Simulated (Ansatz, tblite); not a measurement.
**GeH3(NHiPr) (C3H11GeN): rung by rung**

How do method and basis change the picture of GeH3(NHiPr) (C3H11GeN) (singlet)?

The runs use Ansatz 0.2.0, Gaussian basis; as each input shows.

Plan: GFN1-xTB, GFN2-xTB, PBE-D4/def2-TZVP, r2SCAN-D4/def2-TZVP, B2PLYP/def2-TZVP, B3LYP-D4/def2-TZVP, PBE-QIDH/def2-TZVP, PBE-D4/def2-SVP, PBE0-D4/def2-SVP, CCSD(T)/def2-SVP, MP2/def2-TZVP.

2 further runs of the same task are left out: 2 set aside as unsound or not needed. Runs told in other sessions of the task aren't counted.

**1. The geometry**

The singlet was relaxed beforehand with PBE-D4/def2-SVP.

16 atoms, charge 0, spin multiplicity 1.

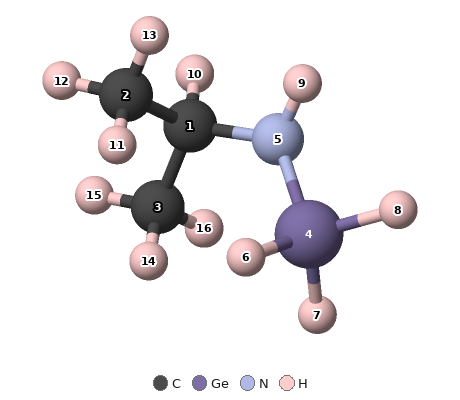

The geometry (carbon dark grey, germanium purple, nitrogen light blue, hydrogen pink); atoms are numbered from 1 in the order of the file.

PBE0-D4/def2-TZVP was run before; its log isn't repeated, and its numbers join the tables.

**2. GFN1-xTB**

Tight binding, by tblite at 300 K electronic temperature and without a spin-polarisation term:

```python
tblite.interface.Calculator('GFN1-xTB', numbers, positions, charge=0, uhf=0).singlepoint()
```

Energy -466.4286 eV, HOMO -10.96 eV, LUMO -5.99 eV; 0.007 s.

**3. GFN2-xTB**

Tight binding, by tblite at 300 K electronic temperature and without a spin-polarisation term:

```python
tblite.interface.Calculator('GFN2-xTB', numbers, positions, charge=0, uhf=0).singlepoint()
```

Energy -459.1739 eV, HOMO -9.95 eV, LUMO -3.30 eV; 0.004 s.

**4. PBE-D4/def2-TZVP**

start.molden holds the orbitals of an earlier run on this state, given as this run's starting guess.

in.yaml reads:

```yaml
crystal:
  periodic: [false, false, false]
  atoms:
    - {symbol: C, position_ang: [-0.429033, -0.685309, -0.422311]}
    - {symbol: C, position_ang: [0.213502, -1.618067, 0.618388]}
    - {symbol: C, position_ang: [0.583905, -0.250621, -1.483988]}
    - {symbol: Ge, position_ang: [-0.150657, 1.952424, 0.823176]}
    - {symbol: N, position_ang: [-1.087627, 0.486869, 0.165278]}
    - {symbol: H, position_ang: [1.069165, 1.615392, 1.742994]}
    - {symbol: H, position_ang: [0.362961, 2.809019, -0.363242]}
    - {symbol: H, position_ang: [-1.202716, 2.743219, 1.642589]}
    - {symbol: H, position_ang: [-1.827786, 0.206323, 0.817905]}
    - {symbol: H, position_ang: [-1.224663, -1.266065, -0.947036]}
    - {symbol: H, position_ang: [1.038466, -1.103414, 1.155047]}
    - {symbol: H, position_ang: [0.631821, -2.531459, 0.145842]}
    - {symbol: H, position_ang: [-0.531057, -1.941450, 1.374997]}
    - {symbol: H, position_ang: [1.436014, 0.298745, -1.027159]}
    - {symbol: H, position_ang: [1.007287, -1.129498, -2.009127]}
    - {symbol: H, position_ang: [0.110409, 0.413902, -2.233362]}
basis:
  gaussian: {orbitals: def2-TZVP, initial_orbitals: start.molden}
hamiltonian: {xc: pbe, dispersion: d4}
scf: {omitted_lower_state_checks: [starts]}
output: {forces: true, orbitals: {seedname: orbitals}}
```

The run is started by

```bash
$ ansatz run in.yaml --threads 4 --pin off --events-out ev --progress --plain --max-ram 4787MiB
```

What it wrote, cut to the lines that bear on the results:

```text
Functional definition: PBE
  name "PBE"
  cite "Perdew, Burke & Ernzerhof, Phys. Rev. Lett. 77, 3865 (1996) doi:10.1103/PhysRevLett.77.3865"
  parent pbe
[...]
1537 factors; their error is unknown
[...]
mean field -61285.19949940 eV, -2252.1895410028 hartree, gradient 2.1e-5 eV, S^2 0.000000; 0 other end points of the search recorded, 0 dependent functions left out
[...]
reference -61285.19954889 eV, -2252.1895428215 hartree; 34, 34 occupied and 204, 204 virtual orbitals, 1537 factors
Total energy: -61285.54685441 eV, -2252.2023060641 hartree
Atom 0 at    -0.429033    -0.685309    -0.422311 Å, force    -0.065133    -0.234934    -0.116554 eV/Å
Atom 1 at     0.213502    -1.618067     0.618388 Å, force     0.106983    -0.116663     0.164320 eV/Å
Atom 2 at     0.583905    -0.250621    -1.483988 Å, force     0.144043     0.092694    -0.116895 eV/Å
Atom 3 at    -0.150657     1.952424     0.823176 Å, force     0.036035     0.068136     0.056532 eV/Å
Atom 4 at    -1.087627     0.486869     0.165278 Å, force    -0.213452    -0.034903     0.062514 eV/Å
Atom 5 at     1.069165     1.615392     1.742994 Å, force    -0.047456     0.001087    -0.046313 eV/Å
Atom 6 at     0.362961     2.809019    -0.363242 Å, force    -0.016209    -0.045310     0.034147 eV/Å
Atom 7 at    -1.202716     2.743219     1.642589 Å, force     0.040257    -0.032090    -0.028566 eV/Å
Atom 8 at    -1.827786     0.206323     0.817905 Å, force     0.199663     0.044936    -0.127645 eV/Å
Atom 9 at    -1.224663    -1.266065    -0.947036 Å, force     0.175047     0.148747     0.130072 eV/Å
Atom 10 at     1.038466    -1.103414     1.155047 Å, force    -0.211964    -0.119598    -0.144482 eV/Å
Atom 11 at     0.631821    -2.531459     0.145842 Å, force    -0.106819     0.234711     0.100454 eV/Å
Atom 12 at    -0.531057    -1.941450     1.374997 Å, force     0.179446     0.090722    -0.204302 eV/Å
Atom 13 at     1.436014     0.298745    -1.027159 Å, force    -0.215639    -0.139482    -0.105612 eV/Å
Atom 14 at     1.007287    -1.129498    -2.009127 Å, force    -0.123505     0.214996     0.147562 eV/Å
Atom 15 at     0.110409     0.413902    -2.233362 Å, force     0.118701    -0.173049     0.194769 eV/Å
Dipole moment:    -0.016107    -0.191719     0.045662 e Å
Checks for a lower state left out: starts
```

Run time: 2.8 s. Hardware: 4 threads of Arm Neoverse V2, shared host.

HOMO -5.22 eV, LUMO -0.22 eV.

**5. r2SCAN-D4/def2-TZVP**

Changes to in.yaml since step 4:

```diff
@@ -21,4 +21,4 @@
   gaussian: {orbitals: def2-TZVP, initial_orbitals: start.molden}
-hamiltonian: {xc: pbe, dispersion: d4}
+hamiltonian: {xc: r2scan, dispersion: d4}
 scf: {omitted_lower_state_checks: [starts]}
-output: {forces: true, orbitals: {seedname: orbitals}}
+output: {orbitals: {seedname: orbitals}}
```

Launched as before.

What it wrote:

```text
Functional definition: r2SCAN
  name "r2SCAN"
  cite "Furness, Kaplan, Ning, Perdew & Sun, J. Phys. Chem. Lett. 11, 8208 (2020) doi:10.1021/acs.jpclett.0c02405"
  cite "Furness, Kaplan, Ning, Perdew & Sun, J. Phys. Chem. Lett. 11, 9248 (2020) doi:10.1021/acs.jpclett.0c03077"
  parent r2scan
  parameter k0 = 0.174
  parameter k1 = 0.065
  parameter a1 = 4.9479
  exchange = r2scan_x(k0 = k0, k1 = k1, a1 = a1)
  correlation = r2scan_c
these checks for a lower state are left out or cut short: starts
1537 factors; their error is unknown
mean field evaluation 1: about -61297.2863 eV, gradient 7.0e0 eV
mean field evaluation 2: about -61297.3348 eV, gradient 5.7e-2 eV
mean field evaluation 4: about -61297.2933 eV, gradient 4.3e-4 eV
mean field -61297.29325227 eV, -2252.6339782231 hartree, gradient 2.3e-5 eV, S^2 0.000000; 0 other end points of the search recorded, 0 dependent functions left out
reference -61297.29326612 eV, -2252.6339787324 hartree; 34, 34 occupied and 204, 204 virtual orbitals, 1537 factors
Total energy: -61297.38355630 eV, -2252.6372968353 hartree
Checks for a lower state left out: starts
```

Run time: 4.9 s. Hardware: 4 threads of Arm Neoverse V2, shared host.

From the report: HOMO -5.49 eV, LUMO 0.22 eV.

**6. B2PLYP/def2-TZVP**

Changes to in.yaml since step 5:

```diff
@@ -21,4 +21,3 @@
   gaussian: {orbitals: def2-TZVP, initial_orbitals: start.molden}
-hamiltonian: {xc: r2scan, dispersion: d4}
+hamiltonian: {xc: {name: B2PLYP}}
 scf: {omitted_lower_state_checks: [starts]}
-output: {orbitals: {seedname: orbitals}}
```

Launched as before.

What it wrote, cut to the lines that bear on the results:

```text
Functional definition: B2PLYP
  name "B2PLYP"
  cite "Grimme, J. Chem. Phys. 124, 034108 (2006) doi:10.1063/1.2148954"
  cite "Becke, Phys. Rev. A 38, 3098 (1988) doi:10.1103/PhysRevA.38.3098"
  cite "Lee, Yang & Parr, Phys. Rev. B 37, 785 (1988) doi:10.1103/PhysRevB.37.785"
[...]
1668 factors; integrals over basis functions are off by at most 1.0e-3 eV
[...]
mean field -61276.96456185 eV, -2251.8869126296 hartree, gradient 7.3e-7 eV, S^2 0.000000; 0 other end points of the search recorded, 0 dependent functions left out
13 core orbitals not correlated: weight in the atoms' cores, before any rotation towards them, 1.000 or more for the frozen orbitals, at most 0.000 for the correlated occupied ones
reference -61276.96476310 eV, -2251.8869200255 hartree; 21, 21 occupied and 204, 204 virtual orbitals, 1668 factors
second order -32.49372642 eV of doubles, -0.00000000 eV of singles
Total energy: -61285.73806924 eV, -2252.2093330792 hartree
Checks for a lower state left out: starts
```

Run time: 6.5 s. Hardware: 4 threads of Arm Neoverse V2, shared host; peak memory 0.7 GiB.

**7. B3LYP-D4/def2-TZVP**

Changes to in.yaml since step 6:

```diff
@@ -21,3 +21,4 @@
   gaussian: {orbitals: def2-TZVP, initial_orbitals: start.molden}
-hamiltonian: {xc: {name: B2PLYP}}
+hamiltonian: {xc: {name: B3LYP}, dispersion: d4}
 scf: {omitted_lower_state_checks: [starts]}
+output: {orbitals: {seedname: orbitals}}
```

Launched as before.

What it wrote, cut to the lines that bear on the results:

```text
Functional definition: B3LYP
  name "B3LYP"
  cite "Stephens, Devlin, Chabalowski & Frisch, J. Phys. Chem. 98, 11623 (1994) doi:10.1021/j100096a001"
  cite "Becke, Phys. Rev. A 38, 3098 (1988) doi:10.1103/PhysRevA.38.3098"
  cite "Lee, Yang & Parr, Phys. Rev. B 37, 785 (1988) doi:10.1103/PhysRevB.37.785"
  cite "Vosko, Wilk & Nusair, Can. J. Phys. 58, 1200 (1980) doi:10.1139/p80-159"
[...]
1568 factors; their error is unknown
[...]
mean field -61302.06379279 eV, -2252.8092923538 hartree, gradient 2.6e-5 eV, S^2 0.000000; 0 other end points of the search recorded, 0 dependent functions left out
reference -61302.06411117 eV, -2252.8093040540 hartree; 34, 34 occupied and 204, 204 virtual orbitals, 1568 factors
Total energy: -61302.61738157 eV, -2252.8296363662 hartree
Checks for a lower state left out: starts
```

Run time: 3.4 s. Hardware: 4 threads of Arm Neoverse V2, shared host; peak memory 0.72 GiB.

HOMO -6.35 eV, LUMO 0.32 eV.

**8. PBE-QIDH/def2-TZVP**

Changes to in.yaml since step 7:

```diff
@@ -21,4 +21,3 @@
   gaussian: {orbitals: def2-TZVP, initial_orbitals: start.molden}
-hamiltonian: {xc: {name: B3LYP}, dispersion: d4}
+hamiltonian: {xc: {name: PBE-QIDH}}
 scf: {omitted_lower_state_checks: [starts]}
-output: {orbitals: {seedname: orbitals}}
```

Same command.

What it wrote, cut to the lines that bear on the results:

```text
Functional definition: PBE-QIDH
  name "PBE-QIDH"
  cite "Brémond, Sancho-García, Pérez-Jiménez & Adamo, J. Chem. Phys. 141, 031101 (2014) doi:10.1063/1.4890314"
  cite "Perdew, Burke & Ernzerhof, Phys. Rev. Lett. 77, 3865 (1996) doi:10.1103/PhysRevLett.77.3865"
[...]
1668 factors; integrals over basis functions are off by at most 1.0e-3 eV
[...]
mean field -61267.72879578 eV, -2251.5475044867 hartree, gradient 2.3e-6 eV, S^2 0.000000; 0 other end points of the search recorded, 0 dependent functions left out
13 core orbitals not correlated: weight in the atoms' cores, before any rotation towards them, 1.000 or more for the frozen orbitals, at most 0.000 for the correlated occupied ones
reference -61267.72881051 eV, -2251.5475050282 hartree; 21, 21 occupied and 204, 204 virtual orbitals, 1668 factors
second order -30.15873214 eV of doubles, -0.00000000 eV of singles
Total energy: -61277.78172123 eV, -2251.9169426828 hartree
Checks for a lower state left out: starts
```

Wall time 6 s (4 threads of Arm Neoverse V2, shared host); peak memory 0.7 GiB.

**9. PBE-D4/def2-SVP**

Changes to in.yaml since step 8:

```diff
@@ -20,4 +20,5 @@
 basis:
-  gaussian: {orbitals: def2-TZVP, initial_orbitals: start.molden}
-hamiltonian: {xc: {name: PBE-QIDH}}
+  gaussian: {orbitals: def2-SVP, initial_orbitals: start.molden}
+hamiltonian: {xc: pbe, dispersion: d4}
 scf: {omitted_lower_state_checks: [starts]}
+output: {orbitals: {seedname: orbitals}}
```

Launched as before.

What it wrote:

```text
Functional definition: PBE
  name "PBE"
  cite "Perdew, Burke & Ernzerhof, Phys. Rev. Lett. 77, 3865 (1996) doi:10.1103/PhysRevLett.77.3865"
  parent pbe
  parameter kappa = 0.804
  parameter beta = 0.06672455060314922
  exchange = pbe_x(kappa = kappa, mu = beta*pi^2/3)
  correlation = pbe_c(beta = beta)
these checks for a lower state are left out or cut short: starts
1635 factors; their error is unknown
mean field evaluation 1: about -61272.6709 eV, gradient 9.5e0 eV
mean field evaluation 2: about -61272.8888 eV, gradient 1.7e-1 eV
mean field evaluation 4: about -61272.8023 eV, gradient 3.4e-4 eV
mean field -61272.80225409 eV, -2251.7339506406 hartree, gradient 1.5e-5 eV, S^2 0.000000; 0 other end points of the search recorded, 0 dependent functions left out
reference -61272.80229401 eV, -2251.7339521079 hartree; 34, 34 occupied and 109, 109 virtual orbitals, 1635 factors
Total energy: -61273.14959954 eV, -2251.7467153505 hartree
Checks for a lower state left out: starts
```

It took 1.4 s on 4 threads of Arm Neoverse V2, shared host.

From the report: HOMO -5.04 eV, LUMO 0.13 eV.

**10. PBE0-D4/def2-SVP**

Changes to in.yaml since step 9:

```diff
@@ -21,3 +21,3 @@
   gaussian: {orbitals: def2-SVP, initial_orbitals: start.molden}
-hamiltonian: {xc: pbe, dispersion: d4}
+hamiltonian: {xc: pbe0, dispersion: d4}
 scf: {omitted_lower_state_checks: [starts]}
```

The command is unchanged.

What it wrote:

```text
Functional definition: PBE0
  name "PBE0"
  cite "Adamo & Barone, J. Chem. Phys. 110, 6158 (1999) doi:10.1063/1.478522"
  cite "Perdew, Burke & Ernzerhof, Phys. Rev. Lett. 77, 3865 (1996) doi:10.1103/PhysRevLett.77.3865"
  parent pbe
  parameter a = 0.25
  parameter kappa = 0.804
  parameter beta = 0.06672455060314922
  exchange = (1 - a)*pbe_x(kappa = kappa, mu = beta*pi^2/3) + a*exact_x
  correlation = pbe_c(beta = beta)
these checks for a lower state are left out or cut short: starts
1674 factors; their error is unknown
mean field evaluation 1: about -61275.0458 eV, gradient 6.5e0 eV
mean field evaluation 2: about -61275.1561 eV, gradient 8.2e-2 eV
mean field evaluation 4: about -61275.2759 eV, gradient 1.9e-4 eV
mean field -61275.27585168 eV, -2251.8248536755 hartree, gradient 1.9e-5 eV, S^2 0.000000; 0 other end points of the search recorded, 0 dependent functions left out
reference -61275.27588260 eV, -2251.8248548119 hartree; 34, 34 occupied and 109, 109 virtual orbitals, 1674 factors
Total energy: -61275.57017958 eV, -2251.8356700262 hartree
Checks for a lower state left out: starts
```

Run time: 1.9 s. Hardware: 4 threads of Arm Neoverse V2, shared host.

From the report: HOMO -6.44 eV, LUMO 0.99 eV.

**11. CCSD(T)/def2-SVP**

Changes to in.yaml since step 10:

```diff
@@ -21,3 +21,3 @@
   gaussian: {orbitals: def2-SVP, initial_orbitals: start.molden}
-hamiltonian: {xc: pbe0, dispersion: d4}
+correlation: {method: ccsd_t}
 scf: {omitted_lower_state_checks: [starts]}
```

The command is unchanged.

What it wrote, cut to the lines that bear on the results:

```text
Functional definition: HF
  name "HF"
  cite "Fock, Z. Phys. 61, 126 (1930) doi:10.1007/BF01340294"
  parent pbe
[...]
1470 factors; integrals over basis functions are off by at most 1.3e-3 eV
[...]
mean field -61210.03429757 eV, -2249.4272707845 hartree, gradient 3.2e-6 eV, S^2 0.000000; 0 other end points of the search recorded, 0 dependent functions left out
13 core orbitals not correlated: weight in the atoms' cores, before any rotation towards them, 1.000 or more for the frozen orbitals, at most 0.000 for the correlated occupied ones
reference -61210.03429757 eV, -2249.4272707845 hartree; 21, 21 occupied and 109, 109 virtual orbitals, 1470 factors
second order -23.08901294 eV of doubles, -0.00000000 eV of singles
cycle   1  -23.89971338 eV  change   -8.1e-1 eV  update   1.1e-1
[...]
cycle   9  -24.71891614 eV  change    7.8e-6 eV  update   2.4e-5
perturbative correction -0.73145970 eV, -0.0268806483 hartree
Total energy: -61235.48467342 eV, -2250.3625548460 hartree
Checks for a lower state left out: starts
```

It took 24 s on 4 threads of Arm Neoverse V2, shared host; peak memory 1.2 GiB.

Report: Hartree-Fock HOMO -9.92 eV, LUMO 4.10 eV; T1 0.009.

**12. MP2/def2-TZVP**

Changes to in.yaml since step 11:

```diff
@@ -20,4 +20,4 @@
 basis:
-  gaussian: {orbitals: def2-SVP, initial_orbitals: start.molden}
-correlation: {method: ccsd_t}
+  gaussian: {orbitals: def2-TZVP, initial_orbitals: start.molden}
+correlation: {method: mp2}
 scf: {omitted_lower_state_checks: [starts]}
```

Same command.

What it wrote:

```text
Functional definition: HF
  name "HF"
  cite "Fock, Z. Phys. 61, 126 (1930) doi:10.1007/BF01340294"
  parent pbe
  exchange = exact_x
  correlation = 0
these checks for a lower state are left out or cut short: starts
1668 factors; integrals over basis functions are off by at most 1.0e-3 eV
mean field evaluation 1: about -61221.1561 eV, gradient 3.2e1 eV
mean field evaluation 2: about -61222.1387 eV, gradient 1.0e0 eV
mean field evaluation 4: about -61222.3604 eV, gradient 7.5e-3 eV
mean field evaluation 8: about -61222.3604 eV, gradient 1.9e-6 eV
mean field -61222.36040674 eV, -2249.8802469413 hartree, gradient 2.4e-6 eV, S^2 0.000000; 0 other end points of the search recorded, 0 dependent functions left out
13 core orbitals not correlated: weight in the atoms' cores, before any rotation towards them, 1.000 or more for the frozen orbitals, at most 0.000 for the correlated occupied ones
reference -61222.36040674 eV, -2249.8802469413 hartree; 21, 21 occupied and 204, 204 virtual orbitals, 1668 factors
second order -26.72455185 eV of doubles, -0.00000000 eV of singles
Total energy: -61249.08495859 eV, -2250.8623561072 hartree
Checks for a lower state left out: starts
```

It took 3.3 s on 4 threads of Arm Neoverse V2, shared host; peak memory 0.65 GiB.

Report: Hartree-Fock HOMO -9.94 eV, LUMO 3.37 eV.

**13. Levels side by side**

```
              level  functions  HOMO (eV)  LUMO (eV)  gap (eV)   time
    PBE-D4/def2-SVP        143      -5.04       0.13      5.17  1.4 s
   PBE-D4/def2-TZVP        238      -5.22      -0.22      5.00  2.8 s
r2SCAN-D4/def2-TZVP        238      -5.49       0.22      5.70  4.9 s
 B3LYP-D4/def2-TZVP        238      -6.35       0.32      6.67  3.4 s
   PBE0-D4/def2-SVP        143      -6.44       0.99      7.43  1.9 s
  PBE0-D4/def2-TZVP        238      -6.57       0.60      7.17  4.3 s
```

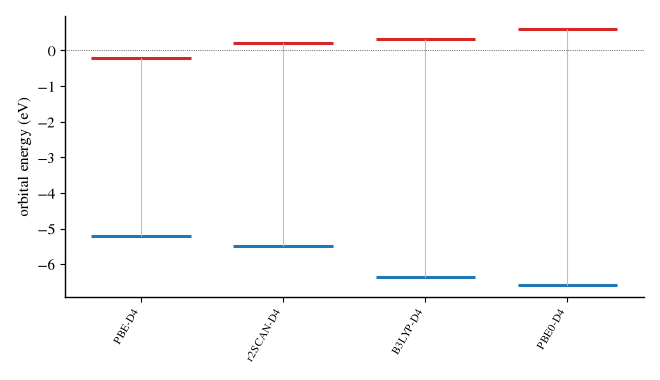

Highest filled (blue) and lowest empty (red) level in def2-TZVP.

Energy pieces by basis (eV):

```
    basis           HF  MP2 correlation  CCSD correlation      (T)              total
 def2-SVP  -61210.0343         -23.0890          -24.7189  -0.7315        -61235.4847
def2-TZVP  -61222.3604         -26.7246                             -61249.0850 (MP2)
```

The correlation energy is far from converged in these sets, so it jumps between bases; where outer-core shells are correlated, the sets cover them unevenly.

**14. Binding energy**

Free atoms were run apart at each level; binding is atoms less cluster, divided by the number of atoms, without zero-point or spin-orbit terms.

Differences are taken before rounding.

```
             method  binding an atom (eV)  from CCSD(T)/def2-SVP (eV)   time
        HF/def2-SVP                 2.730                      -0.780       
       HF/def2-TZVP                 2.689                      -0.820       
    PBE-D4/def2-SVP                 3.742                      +0.233  1.4 s
   PBE-D4/def2-TZVP                 3.716                      +0.206  2.8 s
r2SCAN-D4/def2-TZVP                 3.665                      +0.156  4.9 s
 B3LYP-D4/def2-TZVP                 3.671                      +0.161  3.4 s
   PBE0-D4/def2-SVP                 3.701                      +0.192  1.9 s
  PBE0-D4/def2-TZVP                 3.672                      +0.162  4.3 s
       MP2/def2-SVP                 3.507                      -0.002       
      MP2/def2-TZVP                 3.551                      +0.042  3.3 s
      CCSD/def2-SVP                 3.478                      -0.032       
   CCSD(T)/def2-SVP                 3.509                           0   24 s
```

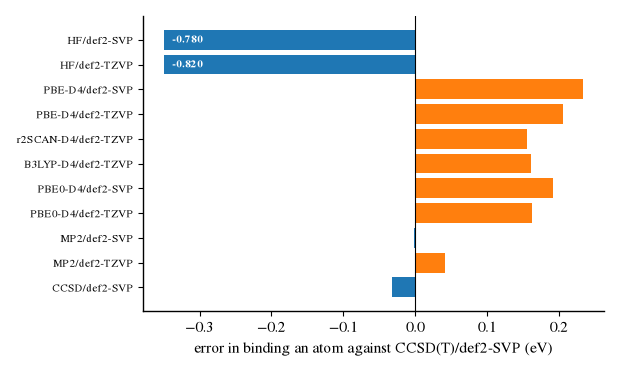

Error of each method against CCSD(T)/def2-SVP. Bars with a number in them are cut short.

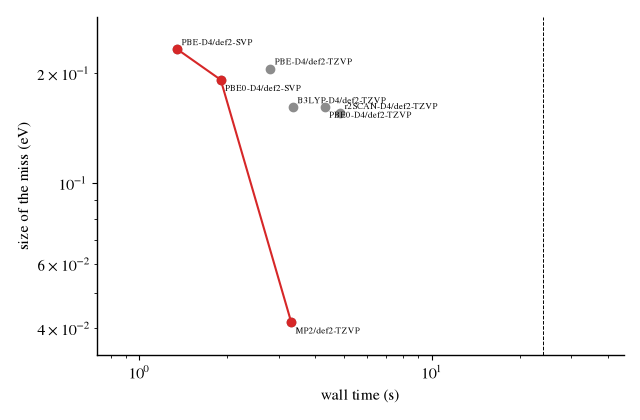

Miss against cost. Red marks the levels that no quicker level drawn beats (of those quicker than the yardstick), and the dashed line is the time of CCSD(T)/def2-SVP. Times are from a shared host.

**15. Results**

```
                                                 quantity                                value
gap in def2-TZVP, named functionals, smallest and largest  5.00 eV (PBE-D4), 7.17 eV (PBE0-D4)
                     correlation energy, CCSD(T)/def2-SVP                            -25.45 eV
                        correlation energy, MP2/def2-TZVP                            -26.72 eV
                        binding an atom, CCSD(T)/def2-SVP                             3.509 eV
          PBE0 total energy, smallest basis above largest       12.24 eV (def2-SVP, def2-TZVP)
```

What this shows: Orbital gaps of the named functionals in def2-TZVP span 5.00 eV (PBE-D4) to 7.17 eV (PBE0-D4); exact exchange widens it. The functionals in def2-TZVP miss CCSD(T)/def2-SVP by +0.156 (r2SCAN-D4) to +0.206 eV (PBE-D4) an atom. The yardstick is in a double-zeta basis, so levels in larger sets aren't compared like for like. CCSD(T)/def2-SVP isn't at the basis-set limit; small misses against it rank nothing.

For cost: MP2/def2-TZVP gets within 0.042 eV in 3.3 s, where CCSD(T)/def2-SVP took 24 s; the quickest level in the cost chart, PBE-D4/def2-SVP, takes 1.4 s and misses by 0.233 eV. The slowest run with a step of its own, CCSD(T)/def2-SVP, took 24 s; the quickest functional in def2-TZVP took 2.8 s (shared host).
